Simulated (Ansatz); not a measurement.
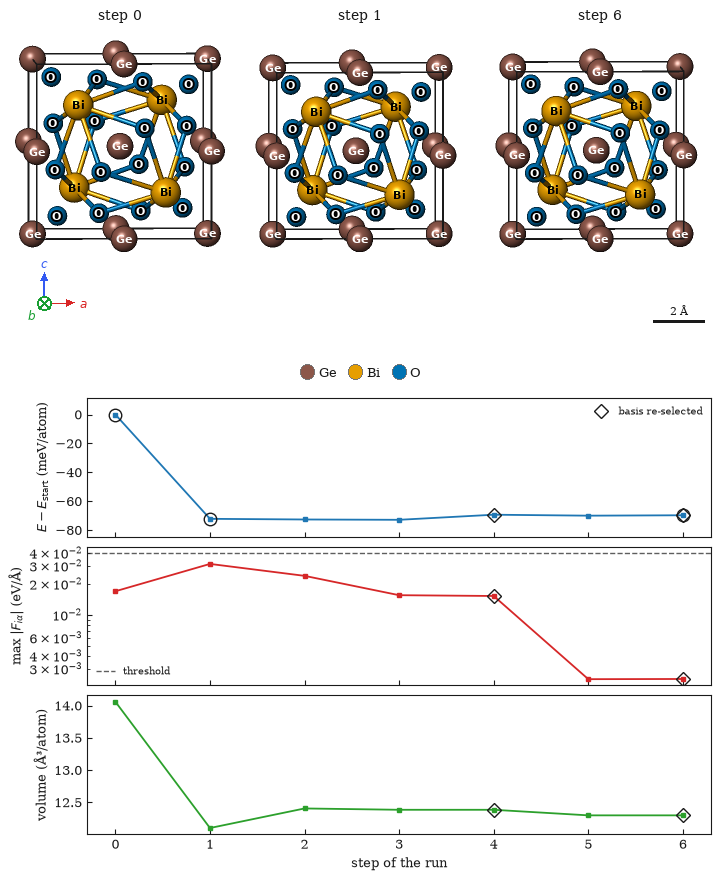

Frames of a relaxation of solid GeBiO$_{4}$ (a generated structure, set up in F-43m) (coarse preliminary run), marked on the history of the run. A ball-and-stick model of the conventional cell (4 times the calculation's cell), seen from a free direction. Lengths and directions refer to the drawn axes.

Method: Ansatz 0.2.0, DFT PBE, scalar-relativistic, plane waves, PAW. Settings: plane-wave cutoff 420 eV; k-point mesh 4 × 4 × 4; occupations gaussian; smearing width 0.1 eV; no spin polarisation; cell and atoms relaxed; force threshold 0.04 eV/Å; at most 70 steps.

### Describe the path.

The energy falls by 69.7 meV per atom in 4 accepted moves (6 points after the start). The largest force component goes from 0.017 to 0.0024 eV/Å. The pressure goes from −11.02 to −0.04 GPa. The SCF was repeated twice at an unchanged geometry on a basis and grid sized afresh for the cell, which shifted the energy by 3.5 meV per atom at most. The largest moves relative to the cell, 0.015 Å, are those of O atoms. Ge and Bi stay in place. Cell: a = b = c 6.962 → 6.658 Å (−4.4 %). Volume −12.5 %. Among the contacts that change: Bi–O 2.886 → 2.763 Å. The space group stays F-43m (No. 216). From step 0 to 1: volume −13.9 %, energy −72.1 meV per atom. From step 1 to 6: volume +1.6 %, energy +2.5 meV per atom.

```tsv
step	E − E(0), meV/atom	largest force component, eV/Å	pressure, GPa	volume, Å³/atom	note
0	0.00	0.0170	-11.02	14.061	
1	-72.15	0.0313	2.36	12.103	
2	-72.60	0.0239	-0.51	12.406	
3	-72.82	0.0155	-0.33	12.386	
4	-69.30	0.0153	-0.81	12.386	same geometry, new basis
5	-69.96	0.0024	0.00	12.299	
6	-69.68	0.0024	-0.04	12.299	same geometry, new basis
```

Limits of the set-up: an odd number of electrons was run without spin polarisation, which fails if the electron would localise.
